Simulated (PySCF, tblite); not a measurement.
**C5H10SSi: geometry, infrared bands and NMR shifts**

Aim: predict the infrared bands and NMR shifts of C5H10SSi (`C=CC[C@@H]1C[SiH2]S1`).

Computed with tblite 0.8.0 and PySCF 2.14.0, with density-fitted response routines of our own, on a single molecule in the gas phase. Atoms are numbered from 0 throughout.

## 1. The starting structure

17 atoms, charge 0, multiplicity 1; geometry from: force field or distance geometry start.

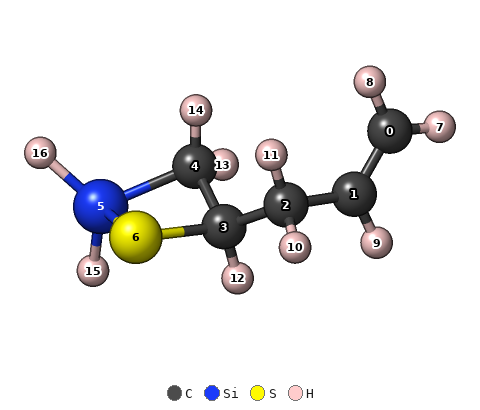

As it starts; carbon dark grey, silicon blue, sulfur yellow, hydrogen pink, atoms numbered.

## 2. Optimising the geometry with GFN2-xTB

The job: settings as JSON, then the geometry in Å.

```
{"job": {"kind": "relax", "xc": "GFN2-xTB", "basis": "xTB"}, "charge": 0, "multiplicity": 1}
C      2.582100     0.800600    -0.869500
C      1.926000    -0.270800    -0.413500
C      0.990000    -0.255500     0.765300
C     -0.419300    -0.638200     0.268800
C     -1.161900     0.414100    -0.605300
Si    -2.857100    -0.150900    -0.010100
S     -1.660200    -0.573100     1.681700
H      3.265300     0.728900    -1.702700
H      2.441300     1.782000    -0.424300
H      2.108200    -1.241100    -0.869900
H      1.336200    -0.969600     1.509800
H      0.965800     0.734400     1.237500
H     -0.402300    -1.652200    -0.158400
H     -0.994200     0.291900    -1.690500
H     -0.948300     1.468600    -0.354900
H     -3.343700    -1.393600    -0.637400
H     -3.834900     0.936700     0.232600
```

The run is started by

```console
OMP_NUM_THREADS=1 python probes_run.py task.json out
```

This one command runs all jobs of the session in turn.

Log:

```text
step      E/eV     max force
  0    -564.55463    1.366
  1    -564.64616    0.768
  2    -564.69609    0.698
  3    -564.73163    0.560
  4    -564.75365    0.282
  5    -564.76145    0.253
  6    -564.77102    0.253
  7    -564.77638    0.247
  8    -564.78141    0.192
  9    -564.78520    0.160
 10    -564.78891    0.149
 11    -564.79220    0.125
 12    -564.79515    0.136
 13    -564.79835    0.153
 14    -564.80248    0.183
 15    -564.80719    0.170
 16    -564.81145    0.154
 17    -564.81486    0.122
 18    -564.81812    0.148
 19    -564.82205    0.193
 20    -564.82659    0.177
 21    -564.83058    0.127
 22    -564.83351    0.122
 23    -564.83597    0.137
 24    -564.83855    0.127
 25    -564.84126    0.130
 26    -564.84341    0.091
 27    -564.84488    0.096
 28    -564.84610    0.081
 29    -564.84723    0.077
 30    -564.84812    0.073
 31    -564.84887    0.071
 32    -564.84978    0.080
 33    -564.85118    0.096
 34    -564.85300    0.104
 35    -564.85477    0.092
 36    -564.85626    0.087
 37    -564.85788    0.095
 38    -564.86031    0.142
 39    -564.86375    0.186
 40    -564.86716    0.188
 41    -564.86976    0.127
 42    -564.87195    0.119
 43    -564.87347    0.161
 44    -564.87575    0.126
 45    -564.87843    0.101
 46    -564.88028    0.096
 47    -564.88118    0.075
 48    -564.88206    0.071
 49    -564.88280    0.082
 50    -564.88346    0.071
 51    -564.88402    0.057
 52    -564.88446    0.043
 53    -564.88482    0.062
 54    -564.88518    0.048
 55    -564.88563    0.044
 56    -564.88591    0.048
 57    -564.88617    0.041
 58    -564.88638    0.036
 59    -564.88661    0.041
 60    -564.88682    0.043
 61    -564.88704    0.041
 62    -564.88728    0.040
 63    -564.88756    0.043
 64    -564.88789    0.041
 65    -564.88820    0.043
 66    -564.88848    0.037
 67    -564.88869    0.034
 68    -564.88890    0.034
 69    -564.88916    0.043
 70    -564.88951    0.052
 71    -564.88988    0.051
 72    -564.89025    0.046
 73    -564.89057    0.053
 74    -564.89091    0.046
 75    -564.89125    0.043
 76    -564.89158    0.051
 77    -564.89195    0.045
 78    -564.89241    0.054
 79    -564.89297    0.071
 80    -564.89352    0.066
 81    -564.89387    0.071
 82    -564.89421    0.054
 83    -564.89451    0.045
 84    -564.89503    0.032
 85    -564.89525    0.040
 86    -564.89554    0.033
 87    -564.89572    0.032
 88    -564.89594    0.030
 89    -564.89612    0.030
 90    -564.89625    0.025
 91    -564.89634    0.023
 92    -564.89641    0.016
 93    -564.89648    0.016
 94    -564.89652    0.018
 95    -564.89657    0.014
 96    -564.89662    0.016
 97    -564.89669    0.014
 98    -564.89674    0.013
 99    -564.89677    0.011
100    -564.89679    0.014
101    -564.89683    0.017
102    -564.89688    0.016
103    -564.89692    0.014
104    -564.89695    0.009
```

It took 1.3 s on 1 thread of Arm Neoverse N1, shared host.

Step by step: (not every step is listed)

```
step  energy from step 0 (eV)  largest force (eV/Å)
   0                   0.0000                1.3663
   1                  -0.0915                0.7683
   2                  -0.1415                0.6976
   3                  -0.1770                0.5596
   4                  -0.1990                0.2820
   5                  -0.2068                0.2531
   6                  -0.2164                0.2528
   7                  -0.2218                0.2466
   8                  -0.2268                0.1918
  17                  -0.2602                0.1219
  26                  -0.2888                0.0910
  35                  -0.3001                0.0921
  44                  -0.3211                0.1264
  53                  -0.3302                0.0620
  62                  -0.3327                0.0396
  71                  -0.3352                0.0511
  80                  -0.3389                0.0659
  89                  -0.3415                0.0302
  98                  -0.3421                0.0132
  99                  -0.3421                0.0107
 100                  -0.3422                0.0136
 101                  -0.3422                0.0168
 102                  -0.3423                0.0155
 103                  -0.3423                0.0140
 104                  -0.3423                0.0094
```

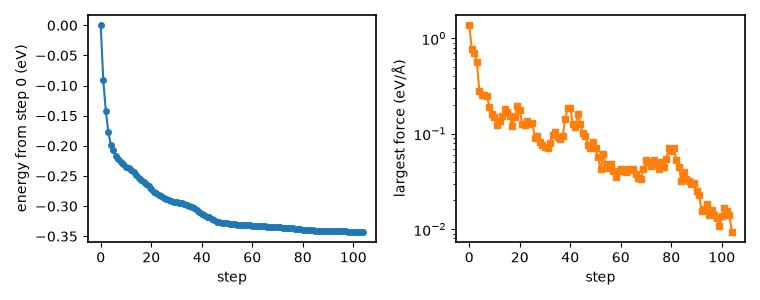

Energy and force, step by step.

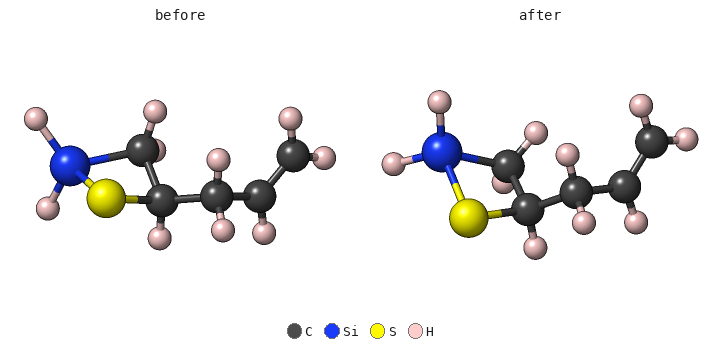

Before and after, at one scale.

Close pairs (by a distance rule), those that changed most:

```
   bond  before (Å)  after (Å)  change (Å)
 Si5–S6       2.115      2.150      +0.035
  C3–S6       1.882      1.854      -0.027
Si5–H16       1.483      1.457      -0.025
  C3–C4       1.557      1.536      -0.021
Si5–H15       1.475      1.455      -0.020
  C2–C3       1.542      1.523      -0.019
 C4–Si5       1.883      1.902      +0.018
  C0–C1       1.337      1.320      -0.017
```

The next job starts from the end point, and lists it.

## 3. Vibrational analysis with GFN2-xTB

The job: settings as JSON, then the geometry in Å.

```
{"job": {"kind": "ir", "xc": "GFN2-xTB", "basis": "xTB"}, "charge": 0, "multiplicity": 1}
C      2.416167     1.077169    -0.680594
C      1.923270    -0.085874    -0.298253
C      0.854584    -0.253819     0.734244
C     -0.367056    -0.946928     0.144936
C     -1.113875    -0.097042    -0.893822
Si    -2.693775     0.170298     0.130077
S     -1.665872    -1.183591     1.447043
H      3.186372     1.154607    -1.429258
H      2.078445     2.006042    -0.249395
H      2.279466    -1.004951    -0.745976
H      1.235501    -0.862096     1.559828
H      0.558197     0.717556     1.136068
H     -0.094175    -1.934794    -0.229875
H     -1.273733    -0.649113    -1.818867
H     -0.552068     0.800216    -1.149026
H     -3.922507    -0.392681    -0.408615
H     -2.855938     1.497030     0.710564
```

Log:

```text
mode    cm-1     km/mol
  1      36.9      1.39
  2      70.6      0.24
  3      77.6      1.57
  4     183.8      2.73
  5     301.6      0.44
  6     358.5      4.76
  7     428.3      3.78
  8     436.9      8.05
  9     461.0      9.06
 10     480.5     35.87
 11     525.0     31.26
 12     607.9     15.82
 13     619.0    237.96
 14     732.0     39.64
 15     741.6     59.41
 16     769.7    239.33
 17     792.2     44.10
 18     888.2      4.92
 19     908.5     10.73
 20     928.1      2.16
 21     990.0     13.18
 22    1023.0     16.28
 23    1050.7      3.09
 24    1107.3      2.70
 25    1136.4      5.19
 26    1179.3      4.26
 27    1197.2     17.83
 28    1215.2     10.58
 29    1264.1      0.67
 30    1296.2      2.05
 31    1319.7     12.94
 32    1417.2      3.95
 33    1466.1      2.85
 34    1477.4      1.37
 35    1716.9     12.47
 36    2306.4    315.56
 37    2330.1    210.89
 38    2953.1      8.42
 39    2958.5     21.31
 40    2980.9     22.63
 41    2991.7     42.41
 42    3003.0      7.27
 43    3053.9     37.10
 44    3094.9     23.48
 45    3122.1     56.92
```

Run time: 1.1 s. Hardware: 1 thread of Arm Neoverse N1, shared host.

The strongest bands and the atoms that carry them (share of the mass-weighted mode):

```
cm⁻¹  km/mol                                 atoms
 619   238.0                    H16 43 %, H15 38 %
 742    59.4           H13 30 %, C4 27 %, H14 24 %
 770   239.3          H16 34 %, H15 31 %, Si5 15 %
 792    44.1  C4 33 %, C3 21 %, H14 12 %, Si5 12 %
2306   315.6                              H16 89 %
2330   210.9                              H15 90 %
2992    42.4                    H13 42 %, H14 40 %
3122    56.9                      H7 69 %, H8 20 %
```

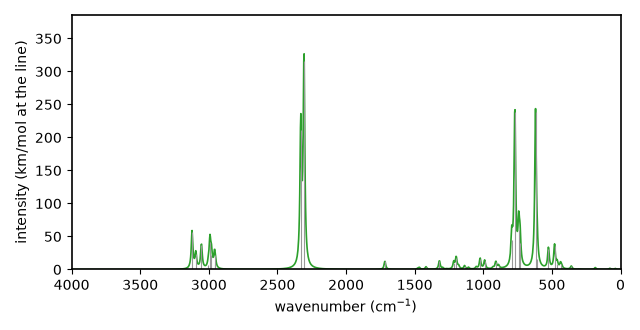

The infrared spectrum from these modes, unscaled. Lines are broadened to a width of 14 cm⁻¹ (Lorentzian).

## 4. Shielding tensors: PBE0/pcSseg-1

Same as in step 3 but for these lines:

```diff
@@ -1,2 +1,2 @@
-{"job": {"kind": "ir", "xc": "GFN2-xTB", "basis": "xTB"}, "charge": 0, "multiplicity": 1}
+{"job": {"kind": "nmr", "xc": "PBE0", "basis": "pcSseg-1"}, "charge": 0, "multiplicity": 1}
 C      2.416167     1.077169    -0.680594
```

With the program's defaults for keys left out, this is: GIAO PBE0/pcSseg-1 NMR shielding, non-relativistic, gas phase.

Log:

```text
coarse grid: 14880 points
cycle   1  E = -883.5705719268  dE =  7.498e-01  |g| = 4.122e-01  |ddm| = 3.771e+00
cycle   2  E = -883.5665688119  dE =  4.003e-03  |g| = 4.416e-01  |ddm| = 9.606e-01
cycle   3  E = -883.6194056472  dE = -5.284e-02  |g| = 3.167e-02  |ddm| = 5.151e-01
cycle   4  E = -883.6195540904  dE = -1.484e-04  |g| = 2.086e-02  |ddm| = 6.458e-02
cycle   5  E = -883.6196637394  dE = -1.096e-04  |g| = 6.285e-03  |ddm| = 2.804e-02
cycle   6  E = -883.6196723603  dE = -8.621e-06  |g| = 2.055e-03  |ddm| = 7.105e-03
final grid: 133432 points
cycle   7  E = -883.6643556615  dE = -3.702e-05  |g| = 7.956e-03  |ddm| = 3.015e-02
cycle   8  E = -883.6643439711  dE =  1.169e-05  |g| = 1.032e-02  |ddm| = 1.797e-02
cycle   9  E = -883.6643715454  dE = -2.757e-05  |g| = 9.809e-04  |ddm| = 1.174e-02
cycle  10  E = -883.6643717901  dE = -2.447e-07  |g| = 2.345e-04  |ddm| = 1.336e-03
cycle  11  E = -883.6643718027  dE = -1.257e-08  |g| = 5.910e-05  |ddm| = 2.608e-04
cycle  12  E = -883.6643718034  dE = -7.285e-10  |g| = 3.033e-05  |ddm| = 9.627e-05
converged SCF energy = -883.6643718034

GIAO shielding tensors (ppm)
atom      isotropic    diamagn.    paramagn.     s11        s22        s33       span
  0 C       62.234     253.912    -191.679    -51.151     80.746    157.105    208.256
  1 C       41.519     257.004    -215.485    -77.485     46.018    156.026    233.510
  2 C      132.019     248.351    -116.332    109.566    129.183    157.307     47.741
  3 C      141.039     251.668    -110.628    126.704    135.251    161.163     34.459
  4 C      169.582     251.616     -82.034    145.089    162.587    201.071     55.982
  5 Si     376.127     879.498    -503.371    326.092    396.772    405.515     79.423
  6 S      601.869    1058.227    -456.358    385.219    485.984    934.405    549.186
  7 H       26.321      28.559      -2.238     23.373     25.332     30.258      6.885
  8 H       26.222      31.729      -5.507     22.626     25.663     30.377      7.751
  9 H       25.870      31.636      -5.766     23.237     25.348     29.025      5.788
 10 H       28.873      31.137      -2.264     24.682     28.516     33.421      8.739
 11 H       29.347      32.994      -3.647     26.236     30.316     31.489      5.253
 12 H       28.179      33.350      -5.170     24.128     27.311     33.099      8.971
 13 H       29.659      31.172      -1.513     26.446     26.960     35.572      9.126
 14 H       30.063      32.389      -2.327     25.443     29.691     35.054      9.611
 15 H       26.412      28.486      -2.074     22.860     24.383     31.993      9.134
 16 H       26.262      28.764      -2.502     22.725     24.468     31.592      8.867
```

Run time: 52 s. Hardware: 1 thread of Arm Neoverse N1, shared host; peak memory 0.83 GiB.

The references, computed at this level on geometries of the same kind, shield at (ppm): 1H TMS 31.72, 13C TMS 186.9, 29Si TMS 349.2, 33S CS2 504. Their shielding less the atom's gives the shift. The references are single molecules in the gas phase.

```
atoms                                                 environment  σ (ppm)  δ (ppm)  δ scaled to CDCl3
   C1                                                   alkene CH     41.5    145.4              140.0
   C0                                        terminal =CH2 carbon     62.2    124.7              119.8
   C2                                             allylic sp3 CH2    132.0     54.9               51.7
   C3                                          sp3 CH bonded to S    141.0     45.9               38.5
   C4                                        sp3 CH2 bonded to Si    169.6     17.3               15.0
   H9                                    hydrogen on an alkene CH    25.87     5.85               5.62
   H8                          hydrogen on a terminal =CH2 carbon    26.22     5.50               5.29
  H16  hydrogen on a silicon bonded to C, S, in a 4-membered ring    26.26     5.46                  –
   H7                          hydrogen on a terminal =CH2 carbon    26.32     5.40               5.19
  H15  hydrogen on a silicon bonded to C, S, in a 4-membered ring    26.41     5.31                  –
  H12                           hydrogen on an sp3 CH bonded to S    28.18     3.54               3.44
  H10                              hydrogen on an allylic sp3 CH2    28.87     2.84               2.79
  H11                              hydrogen on an allylic sp3 CH2    29.35     2.37               2.34
  H13                         hydrogen on an sp3 CH2 bonded to Si    29.66     2.06               2.05
  H14                         hydrogen on an sp3 CH2 bonded to Si    30.06     1.65               1.66
  Si5           silicon bonded to C, S, 2 H, in a 4-membered ring    376.1    -27.0                  –
   S6                sulfur bonded to C, Si, in a 4-membered ring      602      -98                  –
```

The scaled column applies a straight-line fit of computed shieldings to shifts measured in CDCl3, with any fitted terms for Cl, Br or S neighbours (root-mean-square error 0.16 ppm for H, 1.9 ppm for C).

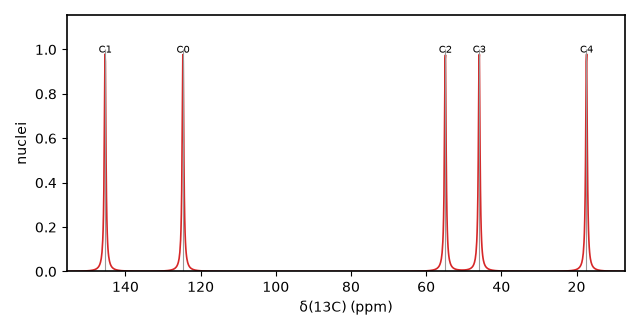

13C lines at the computed shifts, without couplings. Lines are broadened to a width of 0.51 ppm (Lorentzian).

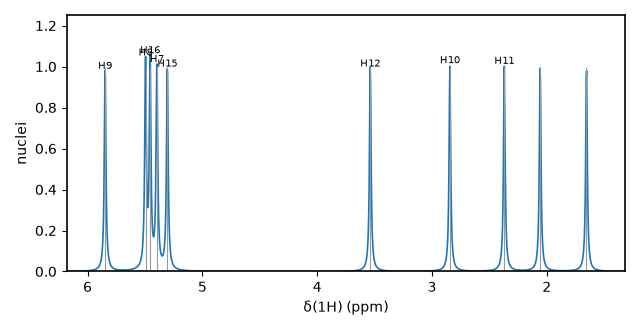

1H lines at the computed shifts, without couplings. Lines are broadened to a width of 0.02 ppm (Lorentzian).

The run also stored atomic charges by several schemes (e):

```
atoms  Mulliken    IAO  Hirshfeld  ESP fit
   C0     -0.14  -0.32      -0.10    -0.57
   C1     -0.24  -0.13      -0.03     0.04
   C2     -0.10  -0.26      -0.08    -0.36
   C3     -0.41  -0.15      -0.02     0.25
   C4     -0.43  -0.55      -0.17    -0.90
  Si5      0.62   0.71       0.33     0.78
   S6     -0.23  -0.24      -0.12    -0.41
```

IAO charges:

C0 -0.32; C1 -0.13; C2 -0.26; C3 -0.15; C4 -0.55; Si5 0.71; S6 -0.24; H7 0.15; H8 0.14; H9 0.14; H10 0.15; H11 0.14; H12 0.15; H13 0.16; H14 0.15; H15 -0.12; H16 -0.12

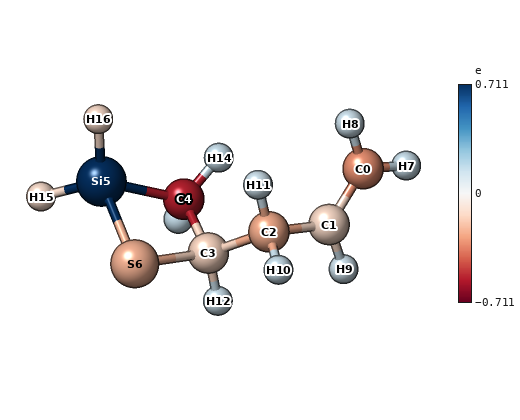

IAO charges, as colours on the atoms.

Mayer bond orders: C0–C1 1.98, C1–C2 1.03, C2–C3 0.96, C3–C4 0.95, C4–Si5 0.93, Si5–S6 1.00, S6–C3 1.03.

Ring of atoms C3, C4, Si5, S6: NICS(0) -0.9, NICS(1) -0.2, NICS(1)zz 7.7 ppm (means of both faces).

## 5. What came out

| quantity | value |
| --- | --- |
| strongest single infrared mode (GFN2-xTB) | 2306 cm⁻¹, 316 km/mol |
| zero-point energy (GFN2-xTB) | 82.9 kcal/mol |
| 13C shifts against TMS (PBE0/pcSseg-1) | 145.4, 124.7, 54.9, 45.9, 17.3 ppm |
| 1H shifts against TMS (PBE0/pcSseg-1) | 5.85, 5.50, 5.46, 5.40, 5.31, 3.54, 2.84, 2.37, 2.06, 1.65 ppm |
| 29Si shifts against TMS (PBE0/pcSseg-1) | -27.0 ppm |
| 33S shifts against CS2 (PBE0/pcSseg-1) | -98 ppm |

Relaxing lowered the energy by 0.342 eV in 104 steps; the close pair that moved most is Si5–S6, from 2.115 to 2.150 Å. No mode is imaginary among the 45: a minimum at this level. The strongest single mode, at 2306 cm⁻¹, moves mainly H16. GFN2-xTB is a fitted tight-binding method: band positions and strengths are rough. Its intensities can rank the bands wrongly. C1 (alkene CH) lies farthest downfield among carbon, at 145.4 ppm; the olefinic region. H9 (hydrogen on an alkene CH) lies farthest downfield among hydrogen, at 5.85 ppm; a vinylic proton, deshielded by the sp2 carbon and the C=C anisotropy. At PBE0/pcSseg-1: The largest span, 549 ppm, is at S6, where the paramagnetic term is -456 ppm.
